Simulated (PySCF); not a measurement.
Breaking a bond: SMILES BB. The B1–B4 bond (B1 also carries H, H; B4 carries H, H) is varied alone, starting from the PBE0/def2-TZVP optimised geometry.

```
6

B      0.0000     0.0000     0.0000
H      0.0000    -1.0169    -0.6381
H      0.0000     1.0169    -0.6380
B      0.0000     0.0000     1.6277
H     -1.0169     0.0000     2.2657
H      1.0169     0.0000     2.2657
```

UHF/3-21G = unrestricted Hartree-Fock/3-21G (PySCF); RCCSD = CCSD on RHF/def2-TZVP, 2 core orbitals frozen (PySCF); RHF/STO-3G = restricted Hartree-Fock/STO-3G (PySCF 2.14.0); UKS-BHandHLYP = unrestricted BHandHLYP/def2-TZVP run with PySCF; UHF/LANL2DZ = unrestricted Hartree-Fock/LANL2DZ run with PySCF.

Energies are in kcal/mol, each relative to the lowest point of its own curve near equilibrium.

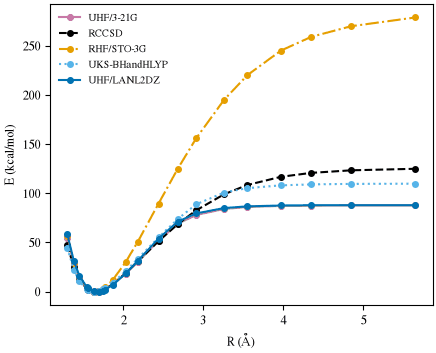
*Energy against bond length for each method.*

```csv
R / Å,UHF/3-21G,RCCSD,RHF/STO-3G,UKS-BHandHLYP,UHF/LANL2DZ
1.30,54.8,47.6,56.5,44.4,58.2
1.38,28.7,24.6,29.5,22.3,31.3
1.45,14.2,12.0,14.4,10.4,16.2
1.54,3.9,3.1,3.6,2.4,4.9
1.56,2.5,2.0,2.3,1.4,3.4
1.63,0.0,0.0,0.0,0.0,0.4
1.69,0.0,0.2,0.6,0.6,0.0
1.74,1.1,1.4,2.5,2.1,0.9
1.77,2.1,2.5,4.1,3.4,1.8
1.87,7.1,7.6,12.0,9.0,6.8
2.03,18.2,18.7,30.0,20.8,18.4
2.18,30.0,30.6,50.6,33.3,31.1
2.44,51.5,51.3,89.5,55.1,53.8
2.68,68.9,68.5,124.8,73.7,71.0
2.91,77.9,82.5,155.8,88.7,79.4
3.26,83.9,98.9,195.1,100.7,84.9
3.55,85.9,108.3,220.0,105.1,86.6
3.97,87.1,116.7,245.1,108.0,87.5
4.35,87.4,120.7,259.1,109.0,87.7
4.85,87.6,123.3,269.9,109.5,87.8
5.65,87.6,124.8,278.8,109.7,87.8
```

At the longest distance, 5.65 Å, RHF/STO-3G lies highest above its minimum (278.8 kcal/mol) and UHF/3-21G lowest (87.6 kcal/mol).

The unrestricted determinant behind UHF/3-21G, UHF/LANL2DZ is spin-contaminated at 2.68 to 5.65 Å (<S²> up to 1.0, against 0.00 for a pure singlet). The T1 diagnostic of CCSD on the restricted reference of RCCSD exceeds 0.045 at 4.35 to 5.65 Å. The restricted form behind RHF/STO-3G keeps the bonding electrons paired and can't separate into open-shell fragments. The unrestricted determinant behind UKS-BHandHLYP is spin-contaminated at 2.91 to 5.65 Å (<S²> up to 1.0, against 0.00 for a pure singlet).
